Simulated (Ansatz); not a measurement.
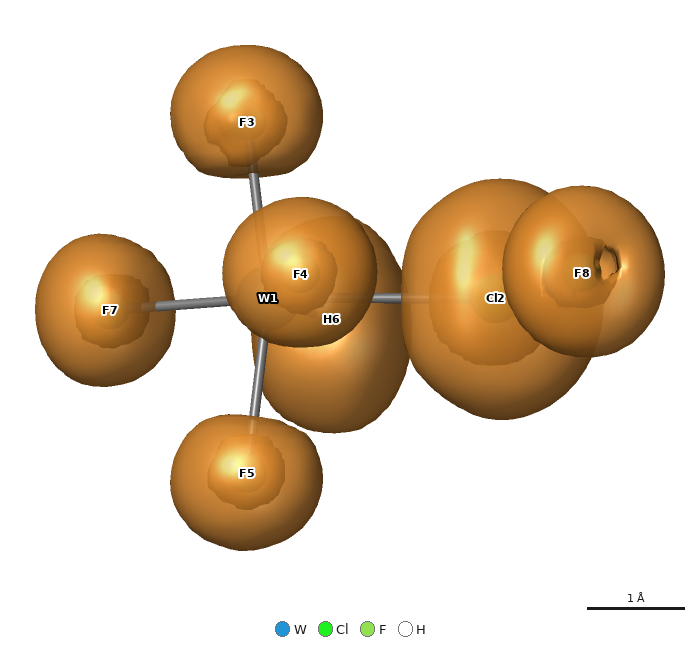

ClF$_{4}$HW···F (doublet). Isosurface of the ELF at 0.75 (orange), seen at a tilt. Only the valence region is drawn (cores and ρ < 0.01 e/Å³ removed).

Core potentials replace the inner electrons of W.

Theory: Ansatz 0.2.0, UKS PBE/def2-SVP.

```json
{"atom": "W", "x (Å)": "0.0000", "y (Å)": "0.0704", "z (Å)": "0.0658"}
{"atom": "Cl", "x (Å)": "0.0000", "y (Å)": "-0.8362", "z (Å)": "2.2404"}
{"atom": "F", "x (Å)": "1.8404", "y (Å)": "0.1936", "z (Å)": "-0.1187"}
{"atom": "F", "x (Å)": "0.0000", "y (Å)": "1.6552", "z (Å)": "1.0768"}
{"atom": "F", "x (Å)": "-1.8404", "y (Å)": "0.1936", "z (Å)": "-0.1187"}
{"atom": "H", "x (Å)": "0.0000", "y (Å)": "-1.6461", "z (Å)": "0.0589"}
{"atom": "F", "x (Å)": "0.0000", "y (Å)": "-0.1409", "z (Å)": "-1.7902"}
{"atom": "F", "x (Å)": "0.0000", "y (Å)": "0.6403", "z (Å)": "3.8157"}
```

Where are the electrons localised?

Answer. The surface consists of one region around a hydrogen nucleus, one region wrapped around Cl (its valence shell) and five regions wrapped around F (the valence shell of each).

Values along the shortest contacts:
Cl2···F8 (2.16 Å): the ELF dips to about 0.15 between them. W–F (1.85 Å): the ELF peaks at about 0.80 in the valence shell of F, 0.5 Å from its nucleus, and drops to about 0.25 between the two atoms.
